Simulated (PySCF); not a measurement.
C$_{3}$H$_{7}$O$_{2}$P (SMILES COC(=O)PC)

```yaml
atoms:
  - { symbol: C, position_ang: [2.2606, -0.1646, 0.4217] }
  - { symbol: O, position_ang: [0.9132, -0.3920, 0.0206] }
  - { symbol: C, position_ang: [0.0027, -0.5008, 0.9848] }
  - { symbol: O, position_ang: [0.2195, -0.4179, 2.1629] }
  - { symbol: P, position_ang: [-1.6215, -0.9162, 0.2139] }
  - { symbol: C, position_ang: [-1.7756, 0.5713, -0.8790] }
  - { symbol: H, position_ang: [2.8772, -0.3417, -0.4557] }
  - { symbol: H, position_ang: [2.3789, 0.8633, 0.7696] }
  - { symbol: H, position_ang: [2.5297, -0.8468, 1.2298] }
  - { symbol: H, position_ang: [-2.3512, -0.4121, 1.2910] }
  - { symbol: H, position_ang: [-2.7830, 0.5863, -1.2896] }
  - { symbol: H, position_ang: [-1.0655, 0.4776, -1.6982] }
  - { symbol: H, position_ang: [-1.5895, 1.4939, -0.3328] }
```

Geometry: GFN2-xTB.

Theory: PBE0/pcSseg-1, SCF density, gas phase, non-relativistic (PySCF 2.14.0).

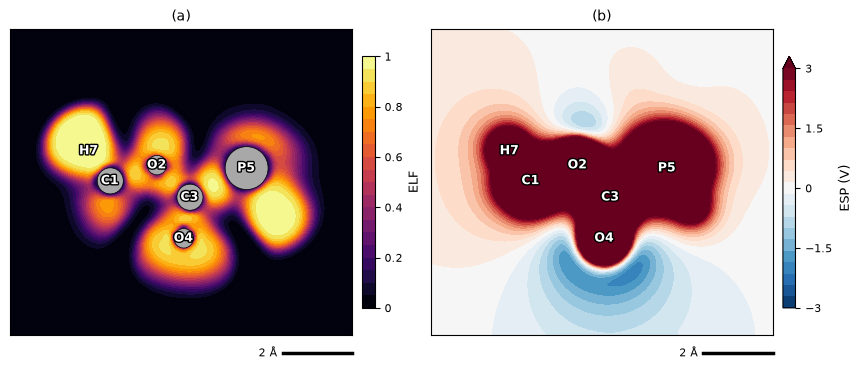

Figure 1. (a) ELF; (b) electrostatic potential on the plane of atoms O2, C3 and O4. Grey discs cover the atomic cores in the ELF map.

**What does the map show?**

Atoms in the plane: C, O, P and H. C–O (1.20 Å): the ELF peaks at about 0.85 between the atoms (a multiple bond). C–P (1.85 Å): the ELF peaks at about 0.95 between the atoms (a shared electron pair). C–H (1.09 Å): the ELF climbs to about 1 towards the hydrogen, as it does in any bond to H (an ordinary covalent bond to hydrogen). C–O (1.33 Å): the ELF peaks at about 0.85 between the atoms: a shared but strongly polarised pair. The ELF also peaks beside O4 and O2, away from the bonds: lone-pair regions. Outside the dense part of the molecule the potential is most negative (−2.0 V) near O4.

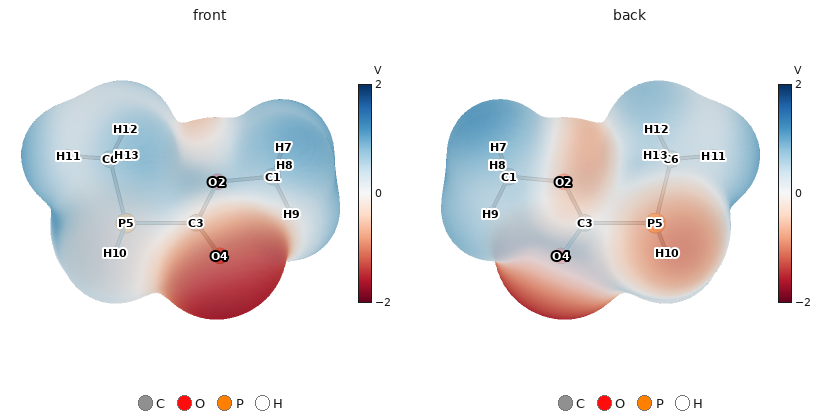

Figure 2. The molecular electrostatic potential painted on the density surface at 0.002 e/bohr³, seen from the front and from behind; red is negative and blue positive.

**Where is the surface potential most negative and most positive?**

The most negative region (about −1.7 V) lies over O4, the most positive (about +1.1 V) over C1, P5 and H7. O4 is the likeliest acceptor of a hydrogen bond.

**What dipole moment does the calculation give?**

Its dipole moment is 2.41 D.
